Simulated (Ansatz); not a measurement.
**GeNH₄ (doublet): from Hartree-Fock to the top rungs at a displaced geometry (v2), cc-pVDZ**

Aim: climb from Hartree-Fock through coupled cluster for GeNH₄ (doublet) at one geometry and basis, and see what each rung misses.

Method: cc-pVDZ, core rule «outside noble gas», up to 15 orbitals frozen; program: Ansatz 0.2.0, Gaussian basis.

To be run: UHF; CCSD(T) on ROHF; CCSD(T) on UHF; BCCD(T) on ROHF; CISD; CCSDT(Q) on ROHF; CCSDT(Q) on UHF.

24 further runs of the same task are left out: 1 for a known fault of the program, 12 that didn't finish, 11 set aside as unsound or not needed.

## Step 1: The system

The geometry is a PBE0/def2-TZVP stationary point (not a proven minimum) with its atoms shifted at random (size 0.100 Å). No spin-orbit coupling is included. The filled d shell of Ge may be among the frozen orbitals whatever the setting's name suggests; the logs give the count.

6 atoms, charge 0, spin multiplicity 2.

Atoms are counted from 1 here; the program's logs count them from 0.

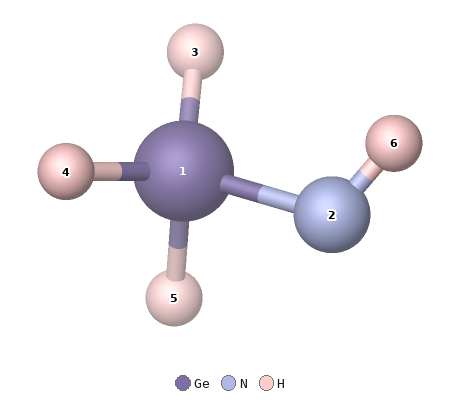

The structure; germanium purple, nitrogen light blue, hydrogen pink; atoms are numbered from 1 in the order of the file.

## Step 2: UHF

The input, in.yaml:

```yaml
crystal:
  periodic: [false, false, false]
  atoms:
    - {symbol: Ge, position_ang: [0.027427, 0.014995, 0.296083]}
    - {symbol: N, position_ang: [-0.137447, -0.117541, -1.555959]}
    - {symbol: H, position_ang: [-0.060827, 1.440765, 0.824856]}
    - {symbol: H, position_ang: [1.280035, -0.800289, 0.805134]}
    - {symbol: H, position_ang: [-1.338530, -0.819423, 0.702251]}
    - {symbol: H, position_ang: [0.052753, 0.731662, -2.048096]}
basis:
  gaussian: {orbitals: cc-pVDZ}
magnetization: {spin_polarized: true, initial_magnetization: 1}
hamiltonian: {xc: hf}
output: {orbitals: {seedname: orbitals}}
```

Run with:

```
> ansatz run in.yaml --threads 1 --pin off --events-out ev --progress --plain --max-ram 2393MiB
```

After this run come: CCSD(T) on ROHF; CCSD(T) on UHF; BCCD(T) on ROHF; CISD; CCSDT(Q) on ROHF; CCSDT(Q) on UHF.

Q: Predict the results of all the runs planned. Wanted: UCCSDT(Q) below the RHF energy; RMP2 from UCCSDT(Q); UMP2 from UCCSDT(Q); RCCSD from UCCSDT(Q); RCCSD(T) from UCCSDT(Q); UCCSD(T) from UCCSDT(Q); RCCSDT(Q) from UCCSDT(Q); T1 diagnostic.

The runs gave:

```
                         quantity                                                   value
   UCCSDT(Q) below the RHF energy                                              -7.8376 eV
              RMP2 from UCCSDT(Q)                                             +1274.8 meV
              UMP2 from UCCSDT(Q)                                             +1277.0 meV
             RCCSD from UCCSDT(Q)                                              +209.2 meV
          RCCSD(T) from UCCSDT(Q)                                               +40.3 meV
          UCCSD(T) from UCCSDT(Q)                                               +39.8 meV
         RCCSDT(Q) from UCCSDT(Q)                                                +1.3 meV
levels within 1 kcal/mol (43 meV)  RCCSD(T), UCCSD(T), BCCD(T), RCCSDT, UCCSDT, RCCSDT(Q)
                    T1 diagnostic                                                   0.018
```

**Reading.** RCCSD(T) lands +40.3 meV from the yardstick (0.5 % of the correlation energy). These misses are within one basis, not against nature; the frozen cores of restricted and unrestricted runs differ, which can shift their rows.
